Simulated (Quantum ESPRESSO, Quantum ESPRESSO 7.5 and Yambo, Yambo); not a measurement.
**BN (P6_3mc): G0W0 on several meshes in Yambo**

Wanted: mesh dependence and cost of G0W0 for BN (P6_3mc).

Main program and level: Quantum ESPRESSO 7.5 and Yambo 5.3.0; PBE and many-body steps on it, plane waves.

The database entry behind the starting cell has ideal inner coordinates that were not refined, so it need not match the best structure at ambient conditions.

### 1. Starting point

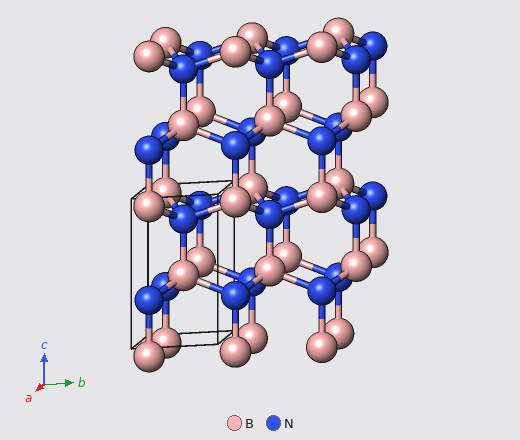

The cell as given, slightly off an axis (boron pink, nitrogen blue). 2×3×2 cells are drawn. Some periodic images of atoms are drawn too.

The cell and positions come from the Crystallography Open Database and are kept as given unless a step says otherwise. This is not the form that BN usually takes at ambient conditions.

### 2. Empty states on the mesh, 3×3×2 mesh, 77 bands

This step: Quantum ESPRESSO 7.5; DFT, PBE, plane waves, norm-conserving pseudopotentials.

The sums over transitions need many empty states on a uniform mesh; this step solves for them.

pw.in reads:

```
&control
  calculation = 'nscf'
  prefix = 'x'
  outdir = 'o'
  pseudo_dir = 'pseudo'
/
&system
  ibrav = 0
  nat = 4
  ntyp = 2
  ecutwfc = 72.0
  nbnd = 77
  force_symmorphic = .true.
/
&electrons
  conv_thr = 1e-9
  electron_maxstep = 80
  diago_full_acc = .true.
  diago_thr_init = 5e-6
/
ATOMIC_SPECIES
  B 10.81 B.upf
  N 14.007 N.upf
CELL_PARAMETERS angstrom
  2.5360000000 -0.0000000000 0.0000000000
  -1.2680000000 2.1962404240 0.0000000000
  0.0000000000 0.0000000000 4.1990000000
ATOMIC_POSITIONS crystal
  B 0.6666666667 0.3333333333 0.0000000000
  B 0.3333333333 0.6666666667 0.5000000000
  N 0.6666666667 0.3333333333 0.3750000000
  N 0.3333333333 0.6666666667 0.8750000000
K_POINTS automatic
  3 3 2 0 0 0
```

Launch:

```bash
$ OMP_NUM_THREADS=1 mpirun -n 4 pw.x -nk 4 -in pw.in > pw.out
```

The log of the run:

```text
Program PWSCF v.7.5 starts

     This program is part of the open-source Quantum ESPRESSO suite
     for quantum simulation of materials; please cite
         "P. Giannozzi et al., J. Phys.:Condens. Matter 21 395502 (2009);
         "P. Giannozzi et al., J. Phys.:Condens. Matter 29 465901 (2017);
         "P. Giannozzi et al., J. Chem. Phys. 152 154105 (2020);
     in publications or presentations arising from this work. More details at

     Atomic positions and unit cell read from directory:
     o/x.save/

     Message from routine setup:
[...]
k = 0.0000 0.3849 0.0000 (  1625 PWs)   bands (ev):

[...]
92.1608  92.5332  94.4426  95.1865  95.9328  97.4409  99.5397 100.4585
   101.6749 101.7239 104.9858 106.2700 108.0363 108.7551 109.1707 109.9401
   111.6610 113.0421 114.4315 115.7250 116.2825

          k = 0.0000 0.3849-0.3020 (  1628 PWs)   bands (ev):

     [... further k-points ...]

     highest occupied, lowest unoccupied level (ev):    11.4677   16.7478

     XML data file, pseudopotentials, collected wavefunctions

=------------------------------------------------------------------------------=
   JOB DONE.
=------------------------------------------------------------------------------=
```

The job ended after 2.2 s (4 MPI ranks of Arm Neoverse V1, shared host; peak memory 0.2 GiB).

This step gave:

| Quantity | Value |
| --- | --- |
| gap | 5.280 eV |
| k of the valence top | 0, 0, 0 |
| k of the conduction bottom | 0.3333, 0.3333, 0 |
| least direct gap | 8.505 eV |
| k points computed | 6 |
| lowest point of the top converged band, above the valence top | 103.9490 eV |

On this mesh the gap is 5.280 eV.

The density comes from a self-consistent run that is not shown.

### 3. Conversion and set-up

This step: Yambo 5.3.0; conversion and set-up on PBE, plane waves, norm-conserving pseudopotentials.

The states are converted to the many-body program's format and the q mesh is built.

Launch:

```bash
$ (cd o/x.save; p2y > p2y.log; mv SAVE ../..); yambo > setup.log
```

The log of the run:

```text
 Yambo, version 5.3.0

 [02] CORE Variables Setup
 =========================

  [02.01] Unit cells
  ==================

  Cell kind             :  HCP
  Atoms in the cell     :  B  N
  number of B  atoms    :  2
  number of N  atoms    :  2

  List of atomic masses
  Mass of B     :  10.81000
  Mass of N     :  14.00700

  List of atomic coordinates    : [cc]
  B1       :  2.396173  1.383431  0.000000  order 1
  B2       : -0.23962E-09   2.7669       3.9675      order 2
  N1       :  2.396173  1.383431  2.975610  order 3
[...]
IBZ Q-points                                      :   6
 BZ  Q-points                                      :  18

 K/Q-points units:
 rlu = crystal or reduced units; cc = cartesian coordinates; iku = interal k-units

 Q [1]          [rlu]:  0.000000  0.000000  0.000000
 Q [2]          [rlu]:  0.000000  0.000000 -0.500000
 Q [3]          [rlu]:  0.29047E-16  0.33333       0.0000
 Q [4]          [rlu]:  0.29047E-16  0.33333     -0.50000
 Q [5]          [rlu]:  0.333333  0.333333  0.000000
 Q [6]          [rlu]:  0.333333  0.333333 -0.500000

  [03.01] X indexes
  =================

   [03.01.01] Sigma indexes
   ========================

 [06] Game Over & Game summary
```

The job ended after 1.7 s (1 MPI rank; peak memory 0.23 GiB).

### 4. 3×3×2

Now the one-shot GW correction: screening in the RPA, then the self-energy of the levels asked for.

This step: G0W0 on PBE, plane waves, norm-conserving pseudopotentials.

gw13.in reads:

```
HF_and_locXC
gw0
dyson
ppa
em1d
rim_cut
RandQpts= 1000000
RandGvec= 1 RL
EXXRLvcs= 72 Ry
VXCRLvcs= 288 Ry
Chimod= "HARTREE"
% BndsRnXp
 1 | 77 |
%
NGsBlkXp= 15.5 Ry
% LongDrXp
 1 | 1 | 1 |
%
% GbndRnge
 1 | 77 |
%
DysSolver= "n"
ExtendOut
PPAPntXp= 27.21138 eV
% QPkrange
 1 | 1 | 7 | 10 |
 5 | 5 | 7 | 10 |
%
```

Launch:

```bash
$ OMP_NUM_THREADS=1 mpirun -n 4 yambo -F gw13.in -J gw13 -C gw13 > gw13.log
```

The log of the run:

```text
 Yambo, version 5.3.0

 [02] CORE Variables Setup
 =========================

  [... cell, symmetries and grids as in the set-up ...]

  [02.05] Energies & Occupations
  ==============================

  [X] === General ===
  [X] Electronic Temperature                        :  0.000000  0.000000 [eV K]
  [X] Bosonic    Temperature                        :  0.000000  0.000000 [eV K]
  [X] Finite Temperature mode                       : no
  [X] El. density                                   :  0.68414E+24 [cm-3]
  [X] Fermi Level                                   :  11.46775 [eV]

  [X] === Gaps and Widths ===
  [X] Conduction Band Min                           :  5.280042 [eV]
  [X] Valence Band Max                              :  0.000000 [eV]
  [X] Filled Bands                                  :   8
  [X] Empty Bands                                   :    9   77
  [X] Direct Gap                                    :  8.504704 [eV]
  [X] Direct Gap localized at k                     :  1
  [X] Indirect Gap                                  :  5.280042 [eV]
  [X] Indirect Gap between kpts                     :   1   5
  [X] Last valence band width                       :  5.444693 [eV]
  [X] 1st conduction band width                     :  4.397410 [eV]

 [03] Transferred momenta grid and indexing
 ==========================================

 IBZ Q-points                                      :   6
 BZ  Q-points                                      :  18

 K/Q-points units:
 rlu = crystal or reduced units; cc = cartesian coordinates; iku = interal k-units

 Q [1]          [rlu]:  0.000000  0.000000  0.000000
 Q [2]          [rlu]:  0.000000  0.000000 -0.500000
 Q [3]          [rlu]:  0.29047E-16  0.33333       0.0000
 Q [4]          [rlu]:  0.29047E-16  0.33333     -0.50000
 Q [5]          [rlu]:  0.333333  0.333333  0.000000
 Q [6]          [rlu]:  0.333333  0.333333 -0.500000

 [04] Coloumb potential Random Integration (RIM)
 ===============================================

  [04.01] RIM initialization
  ==========================

  * Diagonal components only detected *

  8 x (sBL volume)        :  0.698531 [a.u.]
  sBZ random points       :  1000000
  Points outside the sBZ  :   7993074
  RL volume               :  1.571694 [a.u.]
  Integrated volume       :  1.573056 [a.u.]

  [04.02] RIM integrals
  =====================

  Gamma point sphere radius             :  0.160946 [a.u.]
  Points outside the sphere             :   799424
  [Int_sBZ(q=0) 1/q^2]*(Vol_sBZ)^(-1/3) =:  7.686523
                                 should be <:  7.795600

  Summary of Coulomb integrals for non-metallic bands |Q|[au] RIM/Bare

  Q [1] 0.100000E-4 0.986008 * Q [2] 0.395918 0.984322
  Q [3] 0.504638 1.087026 * Q [4] 0.641413 1.045791
  Q [5] 0.874058 1.029918 * Q [6] 0.959546 1.022459

 [05] Dipoles
 ============

  [05.01] Setup: observables and procedures
  =========================================

 [06] Dynamic Dielectric Matrix (PPA)
 ====================================

 [WR./gw13//ndb.pp]--------------------------------------------------------------
  Brillouin Zone Q/K grids (IBZ/BZ)                :   6  18   6  18
  RL vectors                                       :  2177 [WF]
  Coulomb cutoff potential                         : none
  Electronic Temperature                           :  0.000000 [K]
  Bosonic    Temperature                           :  0.000000 [K]
  PPA    diel. fun.  energies                      : Perdew, Burke & Ernzerhof(X)+Perdew, Burke & Ernzerhof(C)
  wavefunctions                                    : Perdew, Burke & Ernzerhof(X)+Perdew, Burke & Ernzerhof(C)
  Global Gauge                                     : length
  X matrix size                                    :  161
  X band range                                     :    1   77
  X e/h energy range                               : -1.000000 -1.000000 [eV]
  X Time ordering                                  : R
  X Hxc Kernel                                     : HARTREE
  X Drude frequency                                :  0.000000  0.000000
  X poles                                          :  100.0000 [o/o]
  RL vectors in the sum                            :  2177
  [r,Vnl] included                                 : yes
  Field direction                                  :  0.577350E-5  0.577350E-5  0.577350E-5
  BZ energy Double Grid                            : no
  BZ energy DbGd points                            : 0
  BZ Q point size factor                           : -1.000000
  X Optical Averaged directions                    : none

 [07] Local Exchange-Correlation + Non-Local Fock
 ================================================

 [VXC] Plane waves :  13033
 [EXS] Plane waves :  1689

 QP @ state[ 1 ] K range:  1  1
 QP @ state[ 1 ] b range:   7  10
 QP @ state[ 2 ] K range:   5   5
 QP @ state[ 2 ] b range:   7  10

 [xc] Functional : Perdew, Burke & Ernzerhof(X)+Perdew, Burke & Ernzerhof(C)
 [xc] LIBXC used to calculate xc functional
  PP Number of Atomic Species                      :  2
  NLCC RL compoments                               :  13033
  PP Number of Atomic Species                      :  2
  NLCC RL compoments                               :  13033

 [xc] E_xc :  -7.491029 [Ha]
      E_xc :  -14.98206 [Ry]

  Local XC kind (lXC) : Perdew, Burke & Ernzerhof(X)+Perdew, Burke & Ernzerhof(C)
  Non-Local XC kind (nlXC) : Hartree-Fock

  Corrections @ K [1] :  [eV]
 <7|nlXC|7> = -22.28382 -0.27619E-17 <7|lXC|7> = -18.72164  0.000000
 <8|nlXC|8> = -22.28440  0.15474E-16 <8|lXC|8> = -18.72164  0.37763E-15
 <9|nlXC|9> = -6.820803  0.35172E-17 <9|lXC|9> = -13.55705 -0.18882E-15
 <10|nlXC|10> = -6.821650 -0.71178E-19 <10|lXC|10> = -13.55705  0.000000

  Corrections @ K [5] :  [eV]
 <7|nlXC|7> = -21.11646  0.75648E-17 <7|lXC|7> = -16.18597  0.37763E-15
 <8|nlXC|8> = -21.11719 -0.36473E-16 <8|lXC|8> = -16.18597  0.94408E-16
 <9|nlXC|9> = -6.439247  0.31402E-17 <9|lXC|9> = -11.85531  0.47204E-16
 <10|nlXC|10> = -7.560440  0.12382E-17 <10|lXC|10> = -15.82995  0.000000

 [08] Dyson equation: Newton solver
 ==================================

  [08.01] G0W0 (W PPA)
  ====================

  [  GW  ] Bands range     :    1   77
  [GW/PPA] G damping       :  0.100000 [eV]

  QP @ state[ 1 ] K range:  1  1
  QP @ state[ 1 ] b range:   7  10
  QP @ state[ 2 ] K range:   5   5
  QP @ state[ 2 ] b range:   7  10

   Sc/G bands                                       :    1   77
   Sc/G damping                                     :  0.100000 ev
   Sc bands terminator                              : no
   Sx RL components                                 :  1689

   QP @ state[ 1 ] K range                          :  1  1
   QP @ state[ 1 ] b range                          :   7  10
   QP @ state[ 2 ] K range                          :   5   5
   QP @ state[ 2 ] b range                          :   7  10
   GF energies kind                                 : Perdew, Burke & Ernzerhof(X)+Perdew, Burke & Ernzerhof(C)
   GF WF`s kind                                     : Perdew, Burke & Ernzerhof(X)+Perdew, Burke & Ernzerhof(C)
   Xs energies kind                                 : Perdew, Burke & Ernzerhof(X)+Perdew, Burke & Ernzerhof(C)
   Xs WF`s kind                                     : Perdew, Burke & Ernzerhof(X)+Perdew, Burke & Ernzerhof(C)

 [11] Game Over & Game summary
```

Elapsed: 7.2 s, on 4 MPI ranks; peak memory 1.1 GiB.

Numbers from this step:

```yaml
g0w0_gap_on_the_points_computed: 6.623 eV
starting_gap_on_the_mesh: 5.280 eV
k_of_the_valence_top: 0, 0, 0
k_of_the_conduction_bottom: 0.3333, 0.3333, 0
least_direct_g0w0_gap_on_the_computed_points: 10.38 eV
z_at_the_valence_top: 0.8280
z_at_the_conduction_bottom: 0.8589
```

The gap on the mesh goes from 5.28 eV to 6.62 eV, a correction of +1.34 eV.

### 5. Empty states on the mesh, 9×9×6 mesh, 77 bands

This step: Quantum ESPRESSO 7.5; DFT, PBE, plane waves, norm-conserving pseudopotentials.

pw.in: that of step 2 with these lines changed.

```diff
@@ -33,2 +33,2 @@
 K_POINTS automatic
-  3 3 2 0 0 0
+  9 9 6 0 0 0
```

Launch:

```bash
$ OMP_NUM_THREADS=1 mpirun -n 4 pw.x -nk 4 -in pw.in > pw.out
```

The log of the run:

```text
[banner, memory and clock lines left out]
Program PWSCF v.7.5 starts

     Atomic positions and unit cell read from directory:
     o/x.save/

     Message from routine setup:
     using ibrav=0 with symmetry is DISCOURAGED, use correct ibrav instead

     G-vector sticks info

     bravais-lattice index     =            0
     lattice parameter (alat)  =       4.7923  a.u.
     unit-cell volume          =     157.8235 (a.u.)^3
     number of atoms/cell      =            4
     number of atomic types    =            2
     number of electrons       =        16.00
[...]
112.0302 112.8562 115.7224 115.7224 118.1171

          k = 0.0000 0.0000 0.1007 (  1665 PWs)   bands (ev):

[...]
112.2258 112.2258 113.5877 113.5877 116.2781

          k = 0.0000 0.0000 0.2013 (  1636 PWs)   bands (ev):

[...]
91.0146  91.0146  93.9488  94.7092  98.0088 101.2567 101.2567 103.8594
   105.0395 107.6225 107.6225 110.0420 110.0420 110.0594 110.0594 111.9032
   112.7620 112.7620 115.6109 116.0972 117.6436

          k = 0.0000 0.0000-0.3020 (  1642 PWs)   bands (ev):

     [... further k-points ...]

     highest occupied, lowest unoccupied level (ev):    11.4677   16.7478

     XML data file, pseudopotentials, collected wavefunctions
```

Run time: 12 s. Hardware: 4 MPI ranks; peak memory 0.22 GiB; 48 s of CPU time.

This step gave:

* gap: 5.280 eV
* k of the valence top: 0, 0, 0
* k of the conduction bottom: 0.3333, 0.3333, 0
* least direct gap: 8.408 eV
* k points computed: 62
* lowest point of the top converged band, above the valence top: 101.4125 eV

On this mesh the gap is 5.280 eV.

(Part 1 of 2 ends here.)

[Paths, hosts, dates, memory and timing lines, banners, echoed tables and standing remarks are left out of the program output.]

[Logs are printed without paths, hosts, clocks, repeated set-up lines and the standing remarks that a program may print on its own settings, such as how far it seeks lower states.]

[Runs of the session that timed out or met a known fault of the program may be left out.]

[Hosts, paths, dates, database ids (printed as entryN), source tags and the programs' standing remarks are cut or masked in the printed files.]
